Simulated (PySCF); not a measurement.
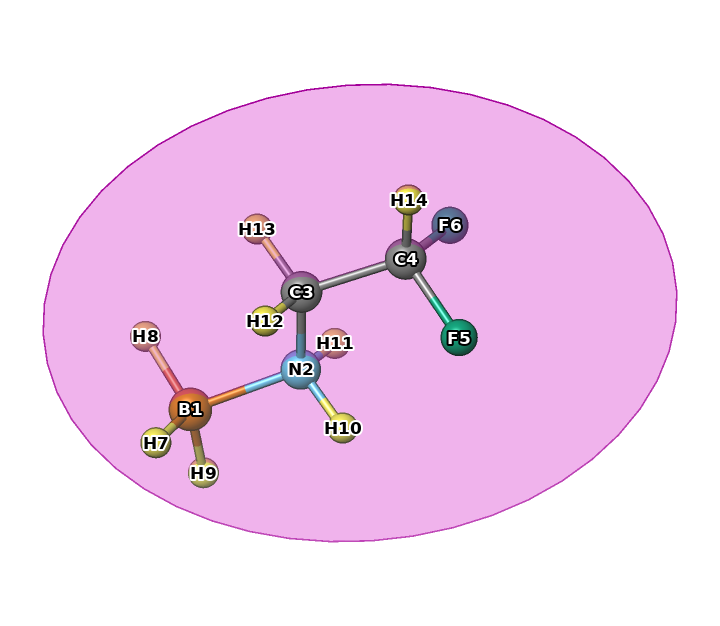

A disc through the centre of mass is drawn in. Atoms fade into the background with distance from the viewer. Computed geometry: PBE0-D3(BJ)/def2-SVP optimisation. No frequency run is at hand to confirm it as a minimum.

Question: Is the plane of the disc a mirror plane of the structure?

Answer: Yes. The reflection leaves B1, N2, C3, C4, H9, H14 in place and moves F5 ↔ F6; H7 ↔ H8; H10 ↔ H11; H12 ↔ H13. The point group is Cs.
